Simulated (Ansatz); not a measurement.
# CH5AlN: a changed input and its effect

System: CH5AlN, multiplicity 2.
Method of run A: UKS PBE-D4/def2-TZVPP (Ansatz 0.2.0).

The geometry comes from this level: PBE0-D4/def2-TZVP. Text and figures count atoms from 1; the logs count them from 0 in places.

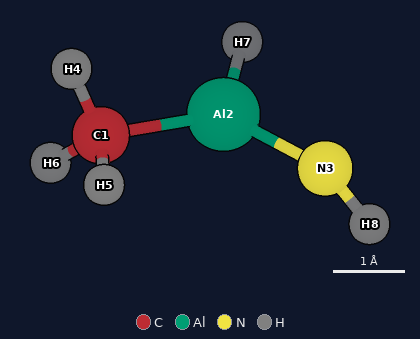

Fig. 1: The structure as given in the input (ball-and-stick view, seen at a tilt; atoms are numbered from 1 in the order of the input). Sticks mark near contacts.

**Input, run A**
```yaml
crystal:
  periodic: [false, false, false]
  atoms:
    - {symbol: C, position_ang: [-0.809139, 0.840879, -0.455346]}
    - {symbol: Al, position_ang: [0.768204, -0.207307, 0.001756]}
    - {symbol: N, position_ang: [0.656889, -1.459597, 1.253548]}
    - {symbol: H, position_ang: [-0.647515, 1.899936, -0.230788]}
    - {symbol: H, position_ang: [-1.701125, 0.512454, 0.081953]}
    - {symbol: H, position_ang: [-1.016133, 0.775038, -1.528542]}
    - {symbol: H, position_ang: [2.225358, 0.083350, -0.553279]}
    - {symbol: H, position_ang: [0.523461, -2.444744, 1.430697]}
basis:
  gaussian: {orbitals: def2-TZVPP}
magnetization: {spin_polarized: true, initial_magnetization: 1}
hamiltonian: {xc: pbe, dispersion: d4}
```

Launched with:
```bash
ansatz run in.yaml --threads 2 --pin off --events-out ev --progress --plain --max-ram 4352MiB
```

Hardware: 2 threads of AMD EPYC 7571, 11 GiB of memory available, shared host.

**Output (run A)**
```
Functional definition: PBE
  parameter kappa = 0.804
  parameter beta = 0.06672455060314922
  exchange = pbe_x(kappa = kappa, mu = beta*pi^2/3)
  correlation = pbe_c(beta = beta)
899 factors; their error is unknown
mean field evaluation 1: about -9175.2412 eV, gradient 7.1e1 eV
mean field evaluation 2: about -9043.7888 eV, gradient 1.3e2 eV
mean field evaluation 4: about -9194.7498 eV, gradient 2.7e1 eV
mean field evaluation 8: about -9198.1748 eV, gradient 2.7e-1 eV
mean field evaluation 16: about -9198.1650 eV, gradient 1.2e-3 eV
mean field evaluation 32: about -9197.9936 eV, gradient 1.4e0 eV
mean field -9198.16504584 eV, -338.0263306945 hartree, gradient 3.9e-5 eV, S^2 0.754457; 3 other end points of the search recorded, 0 dependent functions left out
reference -9198.16508881 eV, -338.0263322737 hartree; 16, 15 occupied and 158, 159 virtual orbitals, 899 factors
Total energy: -9198.27221111 eV, -338.0302689454 hartree
```

For run B the input was changed thus:
```diff
-    - {symbol: C, position_ang: [-0.809139, 0.840879, -0.455346]}
-    - {symbol: Al, position_ang: [0.768204, -0.207307, 0.001756]}
-    - {symbol: N, position_ang: [0.656889, -1.459597, 1.253548]}
-    - {symbol: H, position_ang: [-0.647515, 1.899936, -0.230788]}
-    - {symbol: H, position_ang: [-1.701125, 0.512454, 0.081953]}
-    - {symbol: H, position_ang: [-1.016133, 0.775038, -1.528542]}
-    - {symbol: H, position_ang: [2.225358, 0.083350, -0.553279]}
-    - {symbol: H, position_ang: [0.523461, -2.444744, 1.430697]}
+    - {symbol: C, position_ang: [-0.589538, 0.558109, -0.351911]}
+    - {symbol: Al, position_ang: [1.003569, -1.504810, 0.918578]}
+    - {symbol: N, position_ang: [0.691653, -0.045104, -0.042837]}
+    - {symbol: H, position_ang: [-0.670421, 1.581535, 0.033258]}
+    - {symbol: H, position_ang: [-1.392370, -0.025228, 0.105353]}
+    - {symbol: H, position_ang: [-0.784015, 0.590457, -1.430555]}
+    - {symbol: H, position_ang: [1.458999, 0.469210, -0.449477]}
+    - {symbol: H, position_ang: [-0.305393, -2.225644, 1.505205]}
```

What does this change do to the results?

With the same method and basis, run B lies 15.3 kcal/mol lower. On the same kind of shared host run B took about 0.57 times as long.

**Output (run B)**
```
Functional definition: PBE
  parameter kappa = 0.804
  parameter beta = 0.06672455060314922
  exchange = pbe_x(kappa = kappa, mu = beta*pi^2/3)
  correlation = pbe_c(beta = beta)
899 factors; their error is unknown
mean field evaluation 1: about -9184.7019 eV, gradient 5.6e1 eV
mean field evaluation 2: about -9082.4492 eV, gradient 1.3e2 eV
mean field evaluation 4: about -9197.8512 eV, gradient 1.5e1 eV
mean field evaluation 8: about -9198.8222 eV, gradient 2.6e-1 eV
mean field evaluation 16: about -9198.8071 eV, gradient 2.5e-4 eV
mean field -9198.80707911 eV, -338.0499249820 hartree, gradient 2.5e-5 eV, S^2 0.753386; 0 other end points of the search recorded, 0 dependent functions left out
reference -9198.80712315 eV, -338.0499266003 hartree; 16, 15 occupied and 158, 159 virtual orbitals, 899 factors
Total energy: -9198.93629501 eV, -338.0546735786 hartree
```

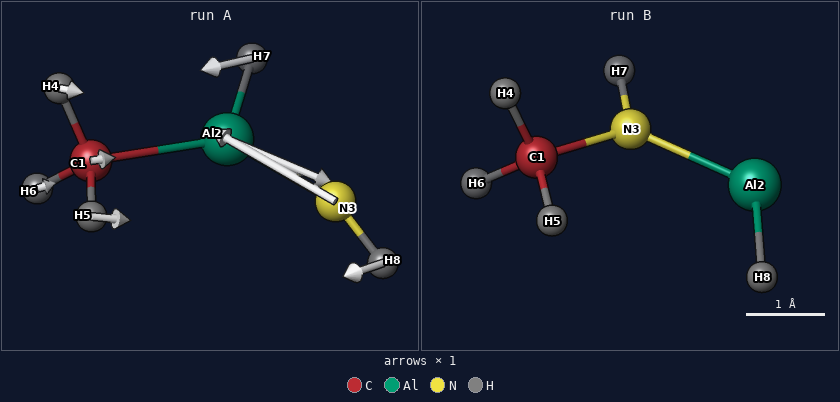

Fig. 2: The two input geometries at one scale (ball-and-stick view, seen at a tilt). The white arrows on the first give the shifts of the atoms after the best rigid fit, at true length. The atom that moves furthest after the best rigid fit is N3 (2.03 Å). Largest moves by element: N 2.03 Å, Al 1.52 Å, H 0.83 Å, C 0.36 Å. Among the contacts that change: N3–H8 1.010 → 2.854 Å, N3–H7 2.847 → 1.009 Å, C1–N3 3.219 → 1.449 Å, Al2–H8 2.666 → 1.605 Å.

**The two runs side by side**

| quantity | run A | run B |
| --- | --- | --- |
| outcome | converged | converged |
| total energy (hartree) | −338.030269 | −338.054674 |
| ⟨S²⟩ | 0.754 | 0.753 |
| basis functions | 174 | 174 |
| wall time (shared host) | 14 s | 8 s |
